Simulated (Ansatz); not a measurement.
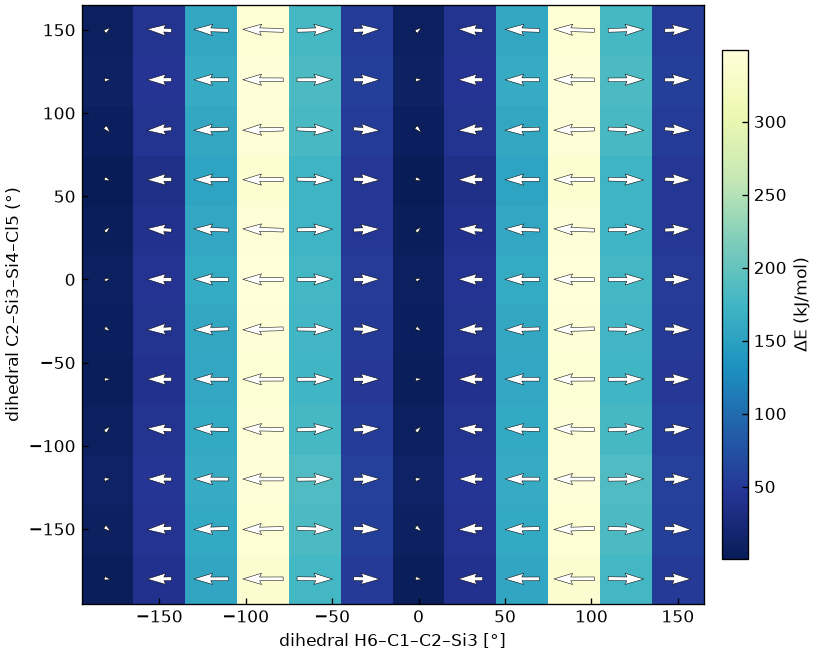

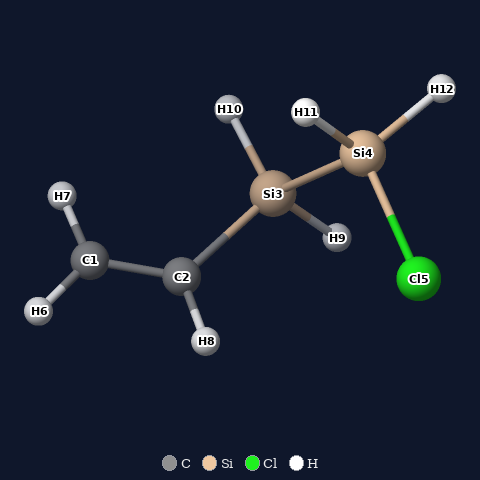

Energy landscape of C₂H₇ClSi₂, SMILES C=C[SiH2][SiH2]Cl. First axis: dihedral H6–C1–C2–Si3. Second axis: dihedral C2–Si3–Si4–Cl5. Nothing is relaxed (all other coordinates rigid). Grid: 12 × 12 points. Energies: kJ/mol, counted from the relaxed molecule at the same level. Energies and slopes of some neighbouring points disagree (a jump in structure or state, or too coarse a mesh). The dihedral twists a double bond; near 90° a spin-restricted reference is unreliable. Level of theory: Ansatz 0.2.0, RKS PBE-D4/def2-SVP.

In the figure: one coloured cell a grid point, arrows along the force (downhill), their lengths compressed. The second picture is the structure at the lowest point.

Describe this landscape.

Answer. The lowest grid point is at dihedral H6–C1–C2–Si3 = −180°, dihedral C2–Si3–Si4–Cl5 = 60°, 0.44 kJ/mol from the relaxed molecule at the same level. The same energy is found at dihedral H6–C1–C2–Si3 = 0°, dihedral C2–Si3–Si4–Cl5 = 60°. Other grid points that lie below all their neighbours: dihedral H6–C1–C2–Si3 = 0°, dihedral C2–Si3–Si4–Cl5 = −60° (2.4 kJ/mol higher); dihedral H6–C1–C2–Si3 = −180°, dihedral C2–Si3–Si4–Cl5 = −60° (2.4 kJ/mol higher). The highest grid point, dihedral H6–C1–C2–Si3 = −90°, dihedral C2–Si3–Si4–Cl5 = 0°, lies 349 kJ/mol above the lowest.

Time for the 144 points that were run: 23 min on 1 thread of Arm Neoverse N1, on a shared host.
